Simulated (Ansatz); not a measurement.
```xyz
32
Lattice="8.1584 0.0000 0.0000 0.0000 8.1584 0.0000 0.0000 0.0000 8.1584" Properties=species:S:1:pos:R:3 pbc="T T T"
Er    0.0000    0.0000    0.0000
Er    0.0000    4.0792    4.0792
Er    4.0792    0.0000    4.0792
Er    4.0792    4.0792    0.0000
Si    0.0000    2.0396    2.0396
Si    0.0000    6.1188    6.1188
Si    4.0792    2.0396    6.1188
Si    4.0792    6.1188    2.0396
Si    2.0396    2.0396    0.0000
Si    2.0396    6.1188    4.0792
Si    6.1188    2.0396    4.0792
Si    6.1188    6.1188    0.0000
Si    2.0396    0.0000    2.0396
Si    2.0396    4.0792    6.1188
Si    6.1188    0.0000    6.1188
Si    6.1188    4.0792    2.0396
Er    0.0000    0.0000    4.0792
Er    0.0000    4.0792    0.0000
Er    4.0792    0.0000    0.0000
Er    4.0792    4.0792    4.0792
Si    0.0000    2.0396    6.1188
Si    0.0000    6.1188    2.0396
Si    4.0792    2.0396    2.0396
Si    4.0792    6.1188    6.1188
Si    2.0396    2.0396    4.0792
Si    2.0396    6.1188    0.0000
Si    6.1188    2.0396    0.0000
Si    6.1188    6.1188    4.0792
Si    2.0396    0.0000    6.1188
Si    2.0396    4.0792    2.0396
Si    6.1188    0.0000    2.0396
Si    6.1188    4.0792    6.1188
```

Space group Pm-3m; started from the AuCu3 prototype, which need not be the ambient phase; the SCF solution may not be the lowest one; no Hubbard U on the f states and no spin–orbit coupling; spin-polarised.

Computed with DFT PBE, scalar-relativistic, plane waves, PAW (Ansatz 0.2.0).

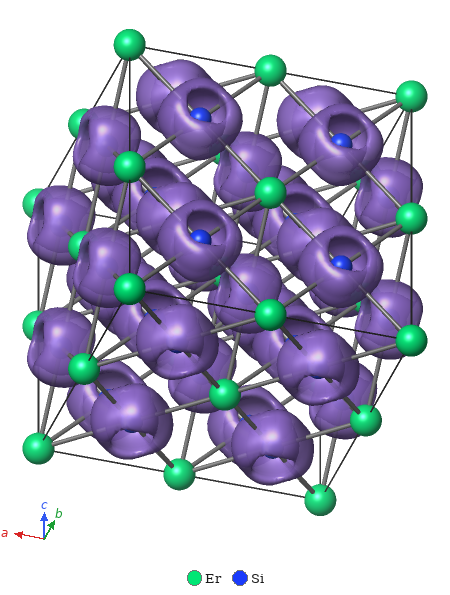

ErSi₃. Isosurface of the electron localisation function at 0.7 (purple), seen at an oblique angle. Core shells and regions of very low density are left out. Sticks mark near contacts.

Core electrons are frozen (PAW), and the valence fields are smoothed inside the atomic spheres.

Identify the bonds, lone pairs and shells in this picture.

The ELF exceeds this value in 24 regions wrapped around Si (the valence shell of each), counted in one cell of 32 atoms. Regions shared between cells count once.

Values along the shortest contacts:
Er–Si (2.88 Å): the ELF peaks at about 0.75 in the valence shell of Si, 0.9 Å from its nucleus, and is about 0.20 at the midpoint.

What Bader charges does the calculation give?

Electrons move from Er towards Si. Bader charges: Er +1.22 and Si −0.41 e.

How are the moments arranged in this solution?

Antiferromagnetic in this solution, which needn't be the ground state, with every nearest magnetic neighbour opposed; site moments Er: +2.5 μB (×4) and −2.5 μB (×4) in one cell of 32 atoms.
